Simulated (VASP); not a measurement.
Band structure of Hg$_{3}$MgTe$_{4}$ (ordered alloy cell). Computed with PBEsol GGA, VASP's PBE PAW potentials (set 64) (plane waves; VASP 6.6.1).

Unless said otherwise, spin-orbit coupling is left out, though it shifts the bands of the heavy elements here.

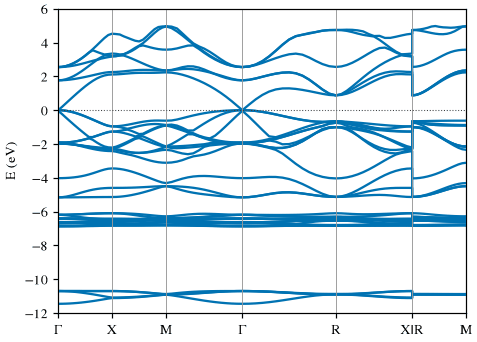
Bands along high-symmetry lines, zero at the valence-band maximum or, without a gap, the Fermi level

Problem. Read the plot: is there a gap, and where are the band edges?

Solution. It has no gap at this level: it comes out as a metal or semimetal. (Edges off the drawn lines would not show.)

The structure was generated: Hg3MgTe4 was put into an ordered model structure (P-43m), which need not be its known phase. It was relaxed first.
